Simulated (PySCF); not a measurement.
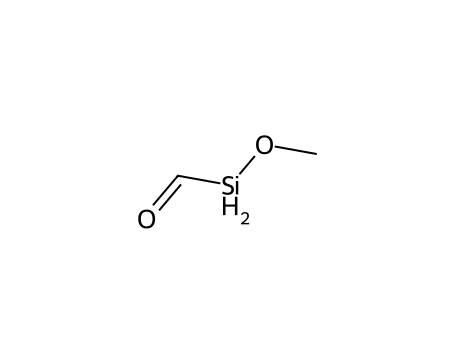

Skeletal drawing of a molecule.

Write the SMILES.

CO[SiH2]C=O

Give the formula, hydrogens included.

C2H6O2Si.

More results for the same structure follow; atom numbers are the same in all pictures, views and colours differ. The geometry was computed by an optimisation with PBE0-D3(BJ)/def2-SVP. No frequency run is at hand to confirm it as a minimum.

**Geometry**

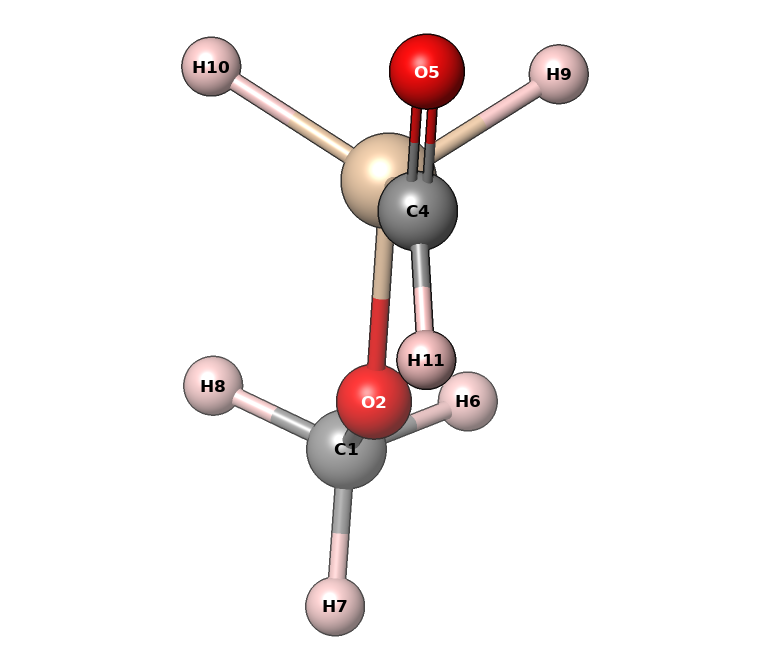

Si3 lies behind C4. The molecule seen nearly along the C4–Si3 bond, C4 in front. Atoms fade into the background with distance from the viewer. No frequency run is at hand to confirm it as a minimum.

What is the torsion angle O5–C4–Si3–O2? The sign is positive where the front bond must turn clockwise to cover the back bond.

−178°, antiperiplanar (anti).

**Levels of theory compared**

No frequency run is at hand to confirm it as a minimum. Program: PySCF 2.14.0.

At this fixed geometry, give dipole (D), HOMO–LUMO gap (eV), HOMO energy (eV) at these levels: B97-2/pcSseg-2; BHandHLYP/pcSseg-2; CAM-B3LYP/pcSseg-2; LC-wPBE/pcSseg-2; PBE0/6-311+G(2d,p); PBE0/6-31G; PBE0/6-31G*; PBE0/STO-3G; PBE0/def2-SVP; PBE0/def2-TZVP; WP04/pcSseg-2; ωB97X-D/pcSseg-2.

| level | dipole (D) | HOMO–LUMO gap (eV) | HOMO energy (eV) |
| --- | --- | --- | --- |
| B97-2/pcSseg-2 | 3.04 | 5.12 | −6.89 |
| BHandHLYP/pcSseg-2 | 3.31 | 8.11 | −8.58 |
| CAM-B3LYP/pcSseg-2 | 3.22 | 8.09 | −8.57 |
| LC-wPBE/pcSseg-2 | 3.22 | 10.61 | −9.83 |
| PBE0/6-311+G(2d,p) | 3.07 | 5.43 | −7.17 |
| PBE0/6-31G | 3.03 | 5.62 | −7.01 |
| PBE0/6-31G* | 2.91 | 5.61 | −6.87 |
| PBE0/STO-3G | 1.63 | 6.26 | −3.90 |
| PBE0/def2-SVP | 2.96 | 5.53 | −6.96 |
| PBE0/def2-TZVP | 3.01 | 5.45 | −7.11 |
| WP04/pcSseg-2 | 3.23 | 4.45 | −8.31 |
| ωB97X-D/pcSseg-2 | 3.14 | 9.22 | −9.02 |

**Bond orders**

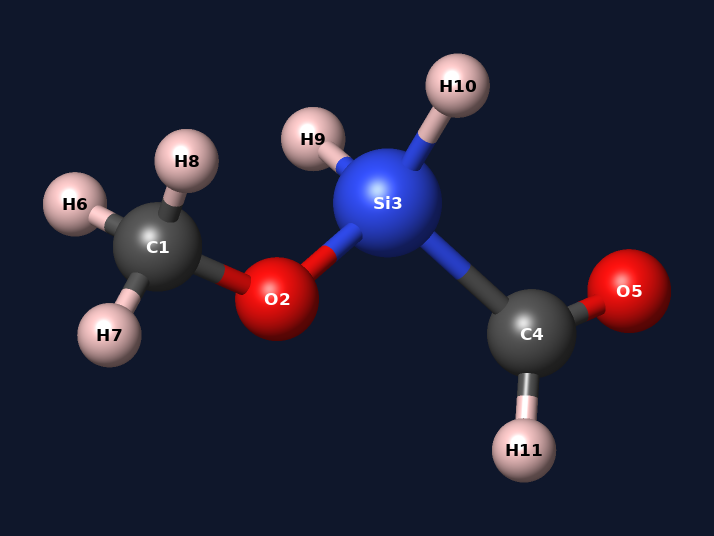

Every bond is drawn as one stick. No frequency run is at hand to confirm it as a minimum. Computed with PBE0/def2-SVP (PySCF 2.14.0).

List the Mayer bond orders of C1–O2, C1–H6, C1–H7, C1–H8, O2–Si3, Si3–C4, Si3–H9, Si3–H10, C4–O5, C4–H11. Atoms whose distances differ by more than 0.02 Å in this geometry are listed apart.

```
   bond  Mayer order  length (Å)
  C1–O2         0.94       1.401
  C1–H6         0.97       1.105
  C1–H7         0.98       1.100
  C1–H8         0.97       1.106
 O2–Si3         1.08       1.660
 Si3–C4         0.88       1.920
 Si3–H9         0.93       1.496
Si3–H10         0.93       1.495
  C4–O5         2.02       1.207
 C4–H11         0.88       1.126
```

**Quadrupole coupling**

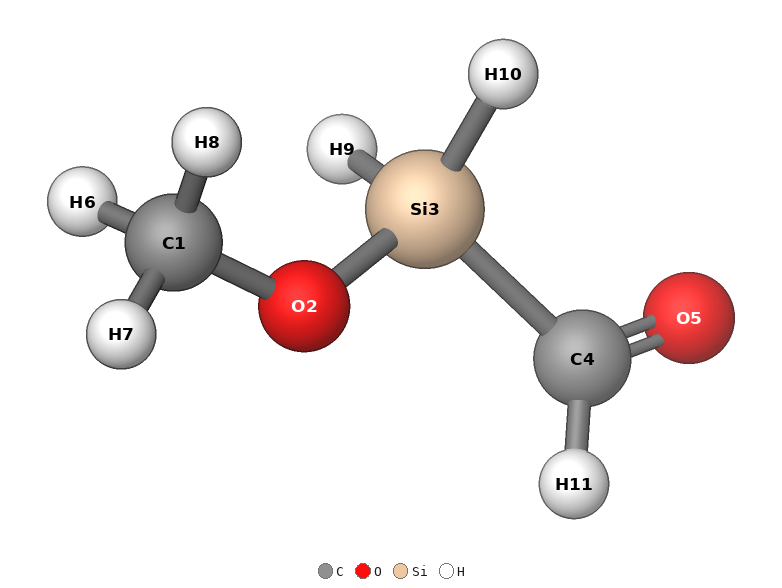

No frequency run is at hand to confirm it as a minimum. Electric field gradients from the ground-state density, PBE0/6-31G (PySCF 2.14.0), non-relativistic apart from any core potentials.

Give the largest field-gradient component, the quadrupole coupling constant and the asymmetry for 17O at O2 (Q = −25.6 mb), 17O at O5 (Q = −25.6 mb).

```csv
atom,V_zz (a.u.),e²qQ/h (MHz),η
O2,1.720,−10.35,0.54
O5,−2.174,13.08,0.53
```

**NMR shielding**

The questions are on isotropic NMR shieldings of the C atoms. No frequency run is at hand to confirm it as a minimum. Level of theory: GIAO PBE0/6-31G* NMR shielding, non-relativistic, gas phase (PySCF 2.14.0).

Give the isotropic NMR shieldings of the C atoms atom by atom.

| atom | σ (ppm) |
| --- | --- |
| C1 | 143.0 |
| C4 | −33.3 |
